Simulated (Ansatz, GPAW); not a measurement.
# A 13-layer slab of Mo(111): work function by functional and basis, part 2 of 3

Wanted: work functions and dipole of a 13-layer slab of Mo(111), with the cost of each level.

GPAW 26.7.0 and Ansatz 0.2.0; Ansatz plane waves; slab in vacuum with a dipole correction, relaxation (the session's first sound run).

So far, upper work function (eV): step 2 (relaxation) 3.94.

**3. Plane waves, PBE**

The work function is the vacuum plateau of the electrostatic potential less the Fermi level; a dipole layer lets the two faces have plateaus of their own.

This step: GPAW, PAW setups; slab in vacuum (GPAW 26.7.0).

Contents of run.py:

```python
import json
import numpy as np
from ase import Atoms
from gpaw import GPAW, PW

slab = Atoms(
    ['Mo', 'Mo', 'Mo', 'Mo', 'Mo', 'Mo', 'Mo', 'Mo', 'Mo', 'Mo', 'Mo', 'Mo', 'Mo'],
    positions=[
        [0.00000, 0.00000, 7.00000],
        [2.22739, 1.28598, 7.90933],
        [4.45477, 2.57196, 8.81865],
        [0.00000, 0.00000, 9.72798],
        [2.22739, 1.28598, 10.63731],
        [4.45477, 2.57196, 11.54663],
        [0.00000, -0.00000, 12.47968],
        [2.22739, 1.28598, 13.39584],
        [4.45477, 2.57196, 14.34711],
        [0.00000, -0.00000, 15.22757],
        [2.22739, 1.28598, 16.25338],
        [4.45477, 2.57196, 16.98008],
        [-0.00000, 0.00000, 17.70801]],
    cell=[[4.45477, 0.0, 0.0], [2.22739, 3.85795, 0.0], [0.0, 0.0, 24.91192]],
    pbc=[True, True, False])

slab.calc = GPAW(mode=PW(400), xc='PBE', kpts={'size': (8, 8, 1), 'gamma': True},
                 occupations={'name': 'fermi-dirac', 'width': 0.1}, nbands='160%',
                 convergence={'density': 1e-05}, maxiter=200,
                 poissonsolver={'dipolelayer': 'xy'},
                 symmetry={'tolerance': 1e-3}, txt='slab.txt')
result = {}
energy = slab.get_potential_energy()
fermi = slab.calc.get_fermi_level()
v = slab.calc.get_electrostatic_potential().mean((0, 1)) - fermi
n = slab.calc.get_pseudo_density().mean((0, 1))
L = slab.cell[2, 2]
z = np.arange(len(v)) * L / len(v)
low, high = slab.positions[:, 2].min(), slab.positions[:, 2].max()
below, above = np.interp([low - 4.8, high + 4.8], z, v)
slopes = [np.interp(x, z, np.gradient(v, z)) for x in (low - 4.8, high + 4.8)]
eps = np.array([[slab.calc.get_eigenvalues(k, s) for k in range(len(slab.calc.get_ibz_k_points()))]
                for s in range(slab.calc.get_number_of_spins())]) - fermi
top, bottom = eps[eps < 0].max(), eps[eps > 0].min()
dipole = slab.get_dipole_moment()[2]
print(f'energy {energy:.4f} eV, Fermi level {fermi:.4f} eV, dipole {dipole:.5f} e A')
print(f'potential 4.8 A off the faces, from the Fermi level: lower {below:.4f} eV, upper {above:.4f} eV')
print(f'slope of the potential there: lower {slopes[0]:.5f}, upper {slopes[1]:.5f} eV/A')
print(f'nearest levels on the mesh: {top:.4f} and {bottom:.4f} eV')
print('magnetic moment', round(slab.get_magnetic_moment(), 3))
result.update(energy=energy, fermi=fermi, dipole=dipole, below=below, above=above, slopes=slopes, edges=[top, bottom],
              z=z.tolist(), v=v.tolist(), n=n.tolist(), positions=slab.positions.tolist(),
              forces=slab.get_forces(apply_constraint=False).tolist(), moments=slab.get_magnetic_moments().tolist())
json.dump(result, open('result.json', 'w'))
```

On the command line:

```sh
OMP_NUM_THREADS=1 OPENBLAS_NUM_THREADS=1 python run.py
```

The log of the run:

```text
energy -139.3133 eV, Fermi level 4.4452 eV, dipole -0.02601 e A
potential 4.8 A off the faces, from the Fermi level: lower 3.6630 eV, upper 3.9369 eV
slope of the potential there: lower -0.00146, upper 0.00104 eV/A
nearest levels on the mesh: -0.0373 and 0.0072 eV
magnetic moment 0.0
```

It took 30 min on 1 thread of Arm Neoverse N1, shared host; peak memory 0.49 GiB.

Numbers from this step:

- dipole along the normal: -0.02601 e·Å
- levels nearest the Fermi level on the mesh: -0.03735, 0.007214 eV from the Fermi level
- upper work function: 3.937 eV
- lower work function: 3.663 eV

The electrostatic potential energy of an electron (without an applied field's), less the Fermi level, planar mean oscillates, so the rows of the table below give means over windows of 1.82 Å about each position, cut where the curve ends. Its maxima inside the range that stand out by 2 % of the span (Å: eV): 8.3: -12.7, 9.2: -12.9, 10.2: -12.8, 11.1: -12.8, 12.0: -12.4, 13.0: -12.6, 13.9: -12.1, 14.8: -13.1, 15.7: -11.2. Its minima: 7.9: -13.8, 8.8: -14.2, 9.8: -14.2, 10.6: -14.1, 11.5: -14.0, 12.5: -13.9, 13.4: -13.8, 14.4: -14.1, 15.2: -13.8, 16.9: -17.0.

Table of electrostatic potential energy of an electron (without an applied field's), less the Fermi level, planar mean by z; means over each step:

```csv
z (Å),"electrostatic potential energy of an electron (without an applied field's), less the Fermi level, planar mean (eV)"
0.91,3.68
2.73,3.66
4.55,3.48
6.37,-3.64
8.19,-13.2
10.01,-13.5
11.83,-13.3
13.65,-13.1
15.47,-13.1
17.29,-14.2
19.11,1.93
20.93,3.91
22.75,3.94
24.57,3.93
```

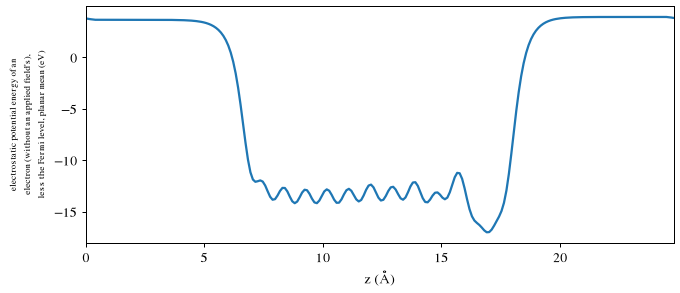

Electrostatic potential energy of an electron (without an applied field's), less the Fermi level, planar mean against z.

The pseudo valence density, planar mean oscillates, so the rows of the table below give means over windows of 2 Å about each position, cut where the curve ends. Its maxima inside the range that stand out by 2 % of the span (Å: e/Å³): 7.1: 0.938, 7.9: 1.03, 8.7: 1.00, 9.8: 1.04, 10.6: 1.03, 11.6: 1.01, 12.5: 1.03, 13.5: 0.990, 14.3: 1.03, 15.2: 1.01, 16.4: 1.06, 17.0: 1.14, 17.6: 1.02. Its minima: 7.5: 0.725, 8.3: 0.769, 9.3: 0.771, 10.2: 0.756, 11.0: 0.779, 12.0: 0.732, 12.9: 0.758, 13.9: 0.717, 14.7: 0.783, 15.8: 0.664, 16.6: 1.00, 17.4: 0.968.

The pseudo valence density, planar mean by z; means over each step:

```csv
z (Å),"pseudo valence density, planar mean (e/Å³)"
2,2.1e-5
4,0.00160
6,0.223
8,0.881
10,0.894
12,0.876
14,0.879
16,0.939
18,0.592
20,0.00872
22,8.9e-5
```

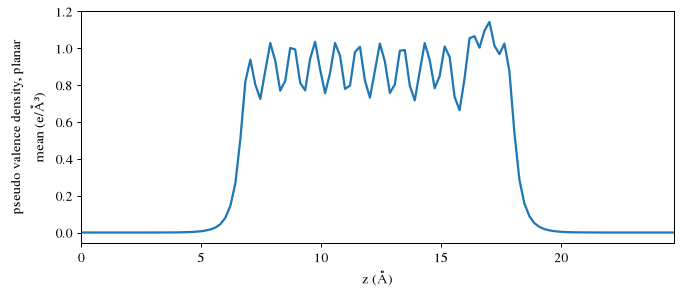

Pseudo valence density, planar mean against z.

Force by atom:

```csv
atom,x (eV/Å),y (eV/Å),z (eV/Å),size
Mo1,0.00,0.00,1.94,1.94
Mo2,0.00,0.00,-0.03,0.03
Mo3,0.00,0.00,-0.80,0.80
Mo4,0.00,0.00,-0.90,0.90
Mo5,0.00,0.00,-0.17,0.17
Mo6,0.00,0.00,-0.02,0.02
Mo7,0.00,0.00,-0.01,0.01
Mo8,0.00,0.00,0.01,0.01
Mo9,0.00,0.00,-0.01,0.01
Mo10,0.00,0.00,-0.04,0.04
Mo11,0.00,0.00,0.00,0.00
Mo12,0.00,0.00,-0.02,0.02
Mo13,0.00,0.00,0.04,0.04
```

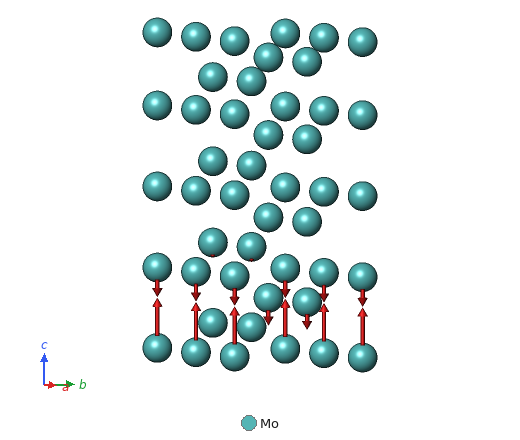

Force as arrows, the longest 1.94 eV/Å. 2×1×1 cells are drawn. Some periodic images of atoms are drawn too.

The potential is flat to 0.001 eV/Å where it is read, so the vacuum is wide enough. The geometry is the other program's minimum; here the largest force on a free atom is 0.044 eV/Å.

**4. Self-consistent run: xc = "RPBE"**

The same geometry under RPBE, to see how far the functional moves the levels against the vacuum.

run.py, as its differences from that of step 3:

```diff
@@ -24,3 +24,3 @@
 
-slab.calc = GPAW(mode=PW(400), xc='PBE', kpts={'size': (8, 8, 1), 'gamma': True},
+slab.calc = GPAW(mode=PW(400), xc='RPBE', kpts={'size': (8, 8, 1), 'gamma': True},
                  occupations={'name': 'fermi-dirac', 'width': 0.1}, nbands='160%',
```

The log of the run:

```text
energy -132.3195 eV, Fermi level 4.5584 eV, dipole -0.02703 e A
potential 4.8 A off the faces, from the Fermi level: lower 3.5024 eV, upper 3.7870 eV
slope of the potential there: lower -0.00176, upper 0.00126 eV/A
nearest levels on the mesh: -0.0367 and 0.0064 eV
magnetic moment 0.0
```

The job ended after 28 min (1 thread; peak memory 0.5 GiB).

This step gave:

```yaml
dipole_along_the_normal: -0.02703 e·Å
levels_nearest_the_fermi_level_on_the_mesh: -0.03668, 0.006403 eV from the Fermi level
upper_work_function: 3.787 eV
lower_work_function: 3.502 eV
```

The electrostatic potential energy of an electron (without an applied field's), less the Fermi level, planar mean oscillates, so the rows of the table below give means over windows of 1 Å about each position, cut where the curve ends. Its maxima inside the range that stand out by 2 % of the span (Å: eV): 8.3: -12.8, 9.2: -12.9, 10.2: -12.9, 11.1: -12.9, 12.0: -12.4, 13.0: -12.7, 13.9: -12.2, 14.8: -13.2, 15.7: -11.3. Its minima: 7.9: -13.9, 8.8: -14.3, 9.8: -14.2, 10.6: -14.2, 11.5: -14.1, 12.5: -14.0, 13.4: -13.9, 14.4: -14.2, 15.2: -13.9, 16.9: -17.1.

Electrostatic potential energy of an electron (without an applied field's), less the Fermi level, planar mean against z; means over each step:

```csv
z (Å),"electrostatic potential energy of an electron (without an applied field's), less the Fermi level, planar mean (eV)"
0,3.56
1,3.50
2,3.50
3,3.50
4,3.46
5,3.18
6,0.513
7,-10.1
8,-13.2
9,-13.6
10,-13.6
11,-13.6
12,-13.3
13,-13.3
14,-13.2
15,-13.4
16,-13.4
17,-16.5
18,-8.31
19,2.14
20,3.61
21,3.77
22,3.79
23,3.79
24,3.79
```

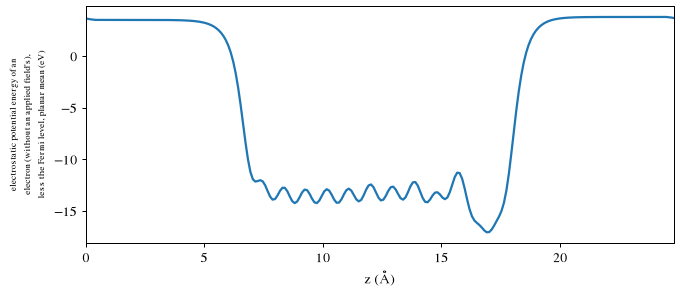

Electrostatic potential energy of an electron (without an applied field's), less the Fermi level, planar mean against z.

The pseudo valence density, planar mean oscillates, so the rows of the table below give means over windows of 2.5 Å about each position, cut where the curve ends. Its maxima inside the range that stand out by 2 % of the span (Å: e/Å³): 7.1: 0.938, 7.9: 1.03, 8.7: 1.00, 9.8: 1.03, 10.6: 1.03, 11.6: 1.01, 12.5: 1.03, 13.5: 0.990, 14.3: 1.03, 15.2: 1.01, 16.4: 1.07, 17.0: 1.14, 17.6: 1.03. Its minima: 7.5: 0.725, 8.3: 0.770, 9.3: 0.771, 10.2: 0.756, 11.0: 0.779, 12.0: 0.732, 12.9: 0.758, 13.9: 0.717, 14.7: 0.783, 15.8: 0.664, 16.6: 1.00, 17.4: 0.968.

Pseudo valence density, planar mean against z; means over each step:

```csv
z (Å),"pseudo valence density, planar mean (e/Å³)"
2.5,9.4e-5
5.0,0.0241
7.5,0.763
10.0,0.893
12.5,0.890
15.0,0.866
17.5,0.787
20.0,0.0126
22.5,4.6e-5
```

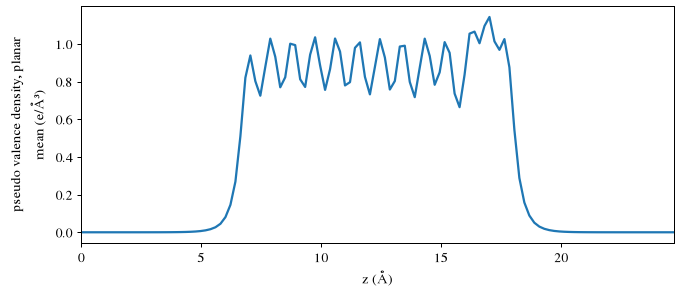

Pseudo valence density, planar mean against z.

Force by atom:

```csv
atom,x (eV/Å),y (eV/Å),z (eV/Å),size
Mo1,0.00,0.00,1.68,1.68
Mo2,0.00,0.00,-0.13,0.13
Mo3,0.00,0.00,-0.85,0.85
Mo4,0.00,0.00,-0.90,0.90
Mo5,0.00,0.00,-0.16,0.16
Mo6,0.00,0.00,-0.01,0.01
Mo7,0.00,0.00,-0.01,0.01
Mo8,0.00,0.00,0.02,0.02
Mo9,0.00,0.00,-0.03,0.03
Mo10,0.00,0.00,-0.09,0.09
Mo11,0.00,0.00,0.02,0.02
Mo12,0.00,0.00,0.10,0.10
Mo13,0.00,0.00,0.35,0.35
```

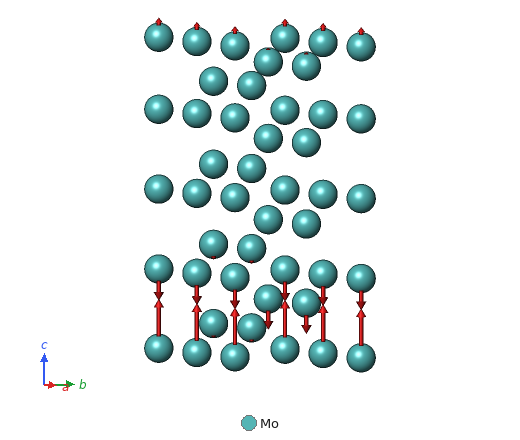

Force as arrows, the longest 1.68 eV/Å. 2×1×1 cells are drawn. Some periodic images of atoms are drawn too.

The upper face's work function is 3.787 eV, against 3.937 eV in the first plane-wave PBE run at this geometry.

**5. OptPBE vdW: xc = "optPBE-vdW"**

The same geometry under optPBE-vdW, to see how far the functional moves the levels against the vacuum (the van der Waals functionals take revPBE setups).

run.py, as its differences from that of step 4:

```diff
@@ -24,3 +24,3 @@
 
-slab.calc = GPAW(mode=PW(400), xc='RPBE', kpts={'size': (8, 8, 1), 'gamma': True},
+slab.calc = GPAW(mode=PW(400), xc='optPBE-vdW', kpts={'size': (8, 8, 1), 'gamma': True},
                  occupations={'name': 'fermi-dirac', 'width': 0.1}, nbands='160%',
```

The log of the run:

```text
energy -313.9014 eV, Fermi level 4.3304 eV, dipole -0.02243 e A
potential 4.8 A off the faces, from the Fermi level: lower 3.9154 eV, upper 4.1518 eV
slope of the potential there: lower -0.00268, upper 0.00191 eV/A
nearest levels on the mesh: -0.0290 and 0.0105 eV
magnetic moment 0.0
```

It took 29 min on 1 thread; peak memory 0.73 GiB.

This step gave:

```
dipole along the normal                    : -0.02243 e·Å
levels nearest the Fermi level on the mesh : -0.02904, 0.01050 eV from the Fermi level
upper work function                        : 4.152 eV
lower work function                        : 3.915 eV
```

The electrostatic potential energy of an electron (without an applied field's), less the Fermi level, planar mean oscillates, so the rows of the table below give means over windows of 1.82 Å about each position, cut where the curve ends. Its maxima inside the range that stand out by 2 % of the span (Å: eV): 8.3: -12.7, 9.2: -12.9, 10.2: -12.8, 11.1: -12.8, 12.0: -12.4, 13.0: -12.6, 13.9: -12.1, 14.8: -13.1, 15.7: -11.2. Its minima: 7.9: -13.8, 8.8: -14.2, 9.8: -14.2, 10.6: -14.1, 11.5: -14.0, 12.5: -13.9, 13.4: -13.8, 14.4: -14.1, 15.2: -13.8, 16.9: -17.0.

Electrostatic potential energy of an electron (without an applied field's), less the Fermi level, planar mean against z; means over each step:

```csv
z (Å),"electrostatic potential energy of an electron (without an applied field's), less the Fermi level, planar mean (eV)"
0.91,3.93
2.73,3.91
4.55,3.70
6.37,-3.58
8.19,-13.2
10.01,-13.5
11.83,-13.2
13.65,-13.1
15.47,-13.1
17.29,-14.2
19.11,2.03
20.93,4.11
22.75,4.15
24.57,4.14
```

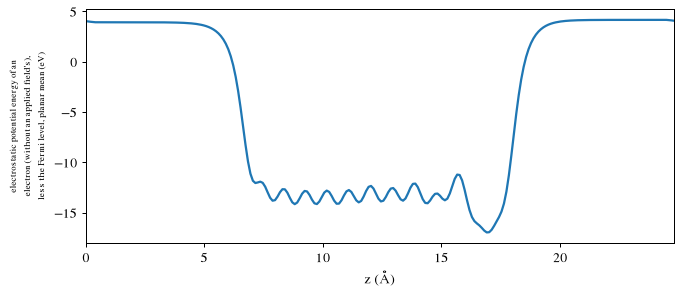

Electrostatic potential energy of an electron (without an applied field's), less the Fermi level, planar mean, plotted against z.

The upper face's work function is 4.152 eV, against 3.937 eV in the first plane-wave PBE run at this geometry.

**6. Self-consistent run: xc = "vdW-DF2"**

The same geometry under vdW-DF2, to see how far the functional moves the levels against the vacuum (the van der Waals functionals take revPBE setups).

run.py, as its differences from that of step 5:

```diff
@@ -24,3 +24,3 @@
 
-slab.calc = GPAW(mode=PW(400), xc='optPBE-vdW', kpts={'size': (8, 8, 1), 'gamma': True},
+slab.calc = GPAW(mode=PW(400), xc='vdW-DF2', kpts={'size': (8, 8, 1), 'gamma': True},
                  occupations={'name': 'fermi-dirac', 'width': 0.1}, nbands='160%',
```

The log of the run:

```text
energy -1201.2727 eV, Fermi level 4.3499 eV, dipole -0.01648 e A
potential 4.8 A off the faces, from the Fermi level: lower 4.1414 eV, upper 4.3150 eV
slope of the potential there: lower -0.00241, upper 0.00181 eV/A
nearest levels on the mesh: -0.0209 and 0.0121 eV
magnetic moment 0.0
```

It took 30 min on 1 thread; peak memory 0.73 GiB.

Numbers from this step:

| Property | Result |
| --- | --- |
| dipole along the normal | -0.01648 e·Å |
| levels nearest the Fermi level on the mesh | -0.02094, 0.01206 eV from the Fermi level |
| upper work function | 4.315 eV |
| lower work function | 4.141 eV |

The upper face's work function is 4.315 eV, against 3.937 eV in the first plane-wave PBE run at this geometry.

**7. Self-consistent run: xc = "revPBE"**

The same geometry under revPBE, to see how far the functional moves the levels against the vacuum.

run.py, as its differences from that of step 6:

```diff
@@ -24,3 +24,3 @@
 
-slab.calc = GPAW(mode=PW(400), xc='vdW-DF2', kpts={'size': (8, 8, 1), 'gamma': True},
+slab.calc = GPAW(mode=PW(400), xc='revPBE', kpts={'size': (8, 8, 1), 'gamma': True},
                  occupations={'name': 'fermi-dirac', 'width': 0.1}, nbands='160%',
```

The log of the run:

```text
energy -133.7875 eV, Fermi level 4.5384 eV, dipole -0.02716 e A
potential 4.8 A off the faces, from the Fermi level: lower 3.5178 eV, upper 3.8037 eV
slope of the potential there: lower -0.00162, upper 0.00117 eV/A
nearest levels on the mesh: -0.0371 and 0.0063 eV
magnetic moment 0.0
```

It took 27 min on 1 thread; peak memory 0.5 GiB.

This step gave:

```
dipole along the normal                    : -0.02716 e·Å
levels nearest the Fermi level on the mesh : -0.03711, 0.006317 eV from the Fermi level
upper work function                        : 3.804 eV
lower work function                        : 3.518 eV
```

The upper face's work function is 3.804 eV, against 3.937 eV in the first plane-wave PBE run at this geometry.

**8. Self-consistent run: xc = "LDA"**

The same geometry under LDA, to see how far the functional moves the levels against the vacuum.

run.py, as its differences from that of step 7:

```diff
@@ -24,3 +24,3 @@
 
-slab.calc = GPAW(mode=PW(400), xc='revPBE', kpts={'size': (8, 8, 1), 'gamma': True},
+slab.calc = GPAW(mode=PW(400), xc='LDA', kpts={'size': (8, 8, 1), 'gamma': True},
                  occupations={'name': 'fermi-dirac', 'width': 0.1}, nbands='160%',
```

The log of the run:

```text
energy -154.2859 eV, Fermi level 4.1618 eV, dipole -0.02551 e A
potential 4.8 A off the faces, from the Fermi level: lower 3.9649 eV, upper 4.2335 eV
slope of the potential there: lower -0.00116, upper 0.00085 eV/A
nearest levels on the mesh: -0.0405 and 0.0041 eV
magnetic moment 0.0
```

Elapsed: 26 min, on 1 thread; peak memory 0.5 GiB.

This step gave:

| Item | Value |
| --- | --- |
| dipole along the normal | -0.02551 e·Å |
| levels nearest the Fermi level on the mesh | -0.04049, 0.004130 eV from the Fermi level |
| upper work function | 4.233 eV |
| lower work function | 3.965 eV |

The electrostatic potential energy of an electron (without an applied field's), less the Fermi level, planar mean oscillates, so the rows of the table below give means over windows of 1.82 Å about each position, cut where the curve ends. Its maxima inside the range that stand out by 2 % of the span (Å: eV): 8.3: -12.4, 9.2: -12.6, 10.2: -12.6, 11.1: -12.5, 12.0: -12.1, 13.0: -12.3, 13.9: -11.9, 14.8: -12.9, 15.7: -11.0. Its minima: 7.9: -13.6, 8.8: -13.9, 9.8: -13.9, 10.6: -13.9, 11.5: -13.7, 12.5: -13.7, 13.4: -13.6, 14.4: -13.8, 15.2: -13.5, 16.9: -16.7.

Electrostatic potential energy of an electron (without an applied field's), less the Fermi level, planar mean against z; means over each step:

```csv
z (Å),"electrostatic potential energy of an electron (without an applied field's), less the Fermi level, planar mean (eV)"
0.91,3.98
2.73,3.96
4.55,3.79
6.37,-3.37
8.19,-12.9
10.01,-13.2
11.83,-13.0
13.65,-12.9
15.47,-12.9
17.29,-14.0
19.11,2.22
20.93,4.20
22.75,4.23
24.57,4.22
```

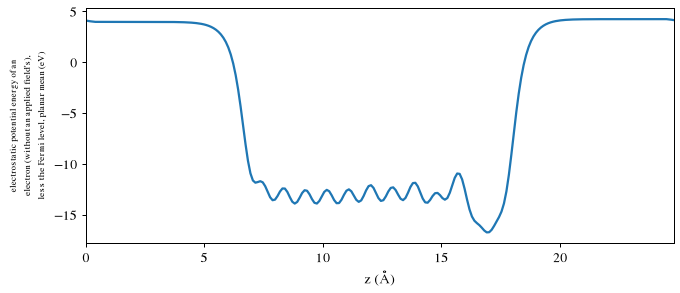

Electrostatic potential energy of an electron (without an applied field's), less the Fermi level, planar mean against z.

The upper face's work function is 4.233 eV, against 3.937 eV in the first plane-wave PBE run at this geometry.

**9. Real-space grid: mode = "fd"**

A real-space grid is a second complete basis, so it checks the plane-wave result.

run.py, as its differences from that of step 8:

```diff
@@ -3,3 +3,3 @@
 from ase import Atoms
-from gpaw import GPAW, PW
+from gpaw import GPAW
 
@@ -24,3 +24,3 @@
 
-slab.calc = GPAW(mode=PW(400), xc='LDA', kpts={'size': (8, 8, 1), 'gamma': True},
+slab.calc = GPAW(mode='fd', h=0.18, xc='PBE', kpts={'size': (8, 8, 1), 'gamma': True},
                  occupations={'name': 'fermi-dirac', 'width': 0.1}, nbands='160%',
```

The log of the run:

```text
energy -139.9350 eV, Fermi level -3.7987 eV, dipole -0.02607 e A
potential 4.8 A off the faces, from the Fermi level: lower 3.6612 eV, upper 3.9353 eV
slope of the potential there: lower -0.00121, upper 0.00096 eV/A
nearest levels on the mesh: -0.0377 and 0.0081 eV
magnetic moment 0.0
```

The job ended after 1.6 h (1 thread; peak memory 2.1 GiB).

Numbers from this step:

```
dipole along the normal                    : -0.02607 e·Å
levels nearest the Fermi level on the mesh : -0.03774, 0.008112 eV from the Fermi level
upper work function                        : 3.935 eV
lower work function                        : 3.661 eV
```

The upper face's work function is 3.935 eV, against 3.937 eV in the first plane-wave PBE run at this geometry.

(Continued in part 3 of 3.)

[Logs are printed without paths, hosts, clocks, repeated set-up lines and the standing remarks that a program may print on its own settings, such as how far it seeks lower states.]

[Hosts, paths, dates, database ids (printed as entryN), source tags and the programs' standing remarks are cut or masked in the printed files.]
